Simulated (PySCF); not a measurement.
# UCISD/STO-3G run of CH2FO (SMILES [O]CF)

What is the vertical doublet–quartet gap of CH2FO at UCISD/STO-3G? 

The calculation is run with PySCF 2.14.0.

7 further runs of the same task are left out: 2 that didn't finish, 5 set aside as unsound or not needed.

## (1) The structure to begin with

CH2FO has 5 atoms, charge 0, and is taken as a doublet. As SMILES, `[O]CF`. The shape is that of a PBE0-D4/def2-TZVP optimisation.

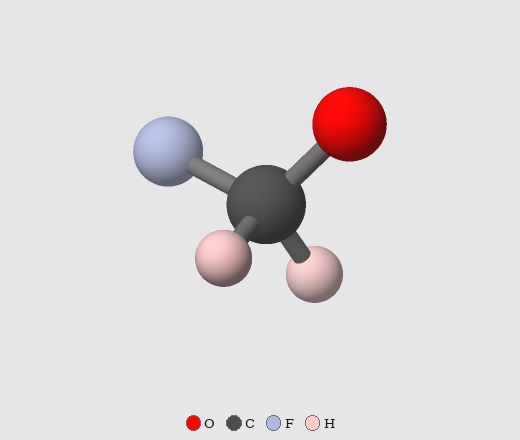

Viewed from a chosen angle; oxygen red, carbon dark grey, fluorine light blue, hydrogen pink.

## (2) A single-point energy at UCISD/STO-3G

File calc.py:

```python
from pyscf import gto, scf, ci

mol = gto.M(
    atom='''
O   -1.122700   0.202700   0.610000
C   -0.009600  -0.012300  -0.033000
F    1.105500  -0.174700   0.757200
H   -0.112900  -0.924800  -0.655200
H    0.189500   0.835500  -0.720300
''',
    basis='sto-3g',
    spin=1,
    max_memory=1860,
    verbose=3,
)

myscf = scf.UHF(mol)
myscf.conv_tol = 1e-10
myscf.kernel()
if not myscf.converged:
    myscf = myscf.newton().run(myscf.mo_coeff, myscf.mo_occ)

cisd = ci.CISD(myscf, frozen=3)
cisd.kernel()
e_final = cisd.e_tot
print('Final energy', e_final)
```

On the command line:

```bash
OMP_NUM_THREADS=1 python calc.py
```

Standard output:

```text
converged SCF energy = -210.400530312963  <S^2> = 0.75530958  2S+1 = 2.0053025
E(UCISD) = -210.5036199174702  E_corr = -0.1030896045070639
Final energy -210.50361991747016
```

Wall time 0.78 s (1 thread of Arm Neoverse V1, shared host); peak memory 0.1 GiB.

## (3) The quartet, same level

File input.py:

```python
from pyscf import gto, scf, ci

system = gto.M(
    atom=[
    ('O', (-1.122700, 0.202700, 0.610000)),
    ('C', (-0.009600, -0.012300, -0.033000)),
    ('F', (1.105500, -0.174700, 0.757200)),
    ('H', (-0.112900, -0.924800, -0.655200)),
    ('H', (0.189500, 0.835500, -0.720300)),
],
    charge=0,
    verbose=3,
    basis='sto-3g',
    spin=3,
    max_memory=1860,
)

hf = scf.UHF(system)
hf.conv_tol = 1e-10
hf.kernel()
if not hf.converged:
    hf = hf.newton().run(hf.mo_coeff, hf.mo_occ)

cisd = ci.CISD(hf, frozen=3)
cisd.kernel()
energy = cisd.e_tot
print('Final energy', energy)
```

On the command line:

```bash
OMP_NUM_THREADS=1 python input.py
```

Standard output:

```text
WARN: HOMO 0.402729677863623 >= LUMO -0.36268393413127

WARN: HOMO 0.177263056065742 >= LUMO 0.0526021213957265

WARN: HOMO 0.0942305598893166 >= LUMO 0.0736705022782528

WARN: HOMO 0.0909580437942116 >= LUMO 0.0718276113312809

WARN: HOMO 0.0821275342285468 >= LUMO 0.0726669172924648

WARN: HOMO 0.0801570345728372 >= LUMO 0.0728667333923523

WARN: HOMO 0.0927740980131075 >= LUMO 0.076684444050801

WARN: HOMO 0.0949741589574362 >= LUMO 0.0755021775867523

WARN: HOMO 0.0956652206921393 >= LUMO 0.0737364265966797

WARN: HOMO 0.095457973797809 >= LUMO 0.0754789572871687

WARN: HOMO 0.0949231678812196 >= LUMO 0.0756164515759308

WARN: HOMO 0.0948859760485404 >= LUMO 0.0752845023455107

WARN: HOMO 0.0948502639762574 >= LUMO 0.0752797773908359

WARN: HOMO 0.0948692289728597 >= LUMO 0.0754050293876314

WARN: HOMO 0.0948722700359327 >= LUMO 0.0753733026857704

WARN: HOMO 0.094869505221472 >= LUMO 0.0753758583707829

WARN: HOMO 0.0948701438312666 >= LUMO 0.075376059558963

WARN: HOMO 0.0948694243897816 >= LUMO 0.0753770369030711

WARN: HOMO 0.0948752228537917 >= LUMO 0.0753844531664659

WARN: HOMO 0.0948778723000743 >= LUMO 0.0753819685871946

WARN: HOMO 0.0948777828867086 >= LUMO 0.075381151761965

WARN: HOMO 0.0948792988404366 >= LUMO 0.0753807849204712

WARN: HOMO 0.0948793901505404 >= LUMO 0.0753810273894333

converged SCF energy = -209.908736464708  <S^2> = 3.7582765  2S+1 = 4.0041361
E(UCISD) = -210.039958678938  E_corr = -0.1312222142299573
Final energy -210.039958678938
```

Wall time 1.1 s (1 thread of Arm Neoverse V1, shared host); peak memory 0.1 GiB.

## (4) Results

Level: UCISD/STO-3G, 3 core orbitals frozen.

```
                                                           quantity          value
                                              doublet: total energy  -210.50362 Eh
                      doublet: dipole moment (Hartree–Fock density)         1.34 D
doublet: HOMO energy (Hartree–Fock orbitals) (highest over α and β)      -10.15 eV
 doublet: LUMO energy (Hartree–Fock orbitals) (lowest over α and β)        7.93 eV
               doublet: correlation energy (3 core orbitals frozen)     -103.1 mEh
                         doublet: ⟨S²⟩ of the reference determinant          0.755
                                              quartet: total energy  -210.03996 Eh
                      quartet: dipole moment (Hartree–Fock density)         1.99 D
               quartet: correlation energy (3 core orbitals frozen)     -131.2 mEh
                         quartet: ⟨S²⟩ of the reference determinant          3.758
                   vertical energy of the quartet above the doublet      12.617 eV
```

What this shows: At this shape the quartet lies 12.62 eV (1217 kJ/mol) above the doublet. In a minimal basis such a difference can be off by several eV, whatever the method. Mulliken charges (doublet) of the mean-field density run from -0.16 on F3 to +0.13 on C2.
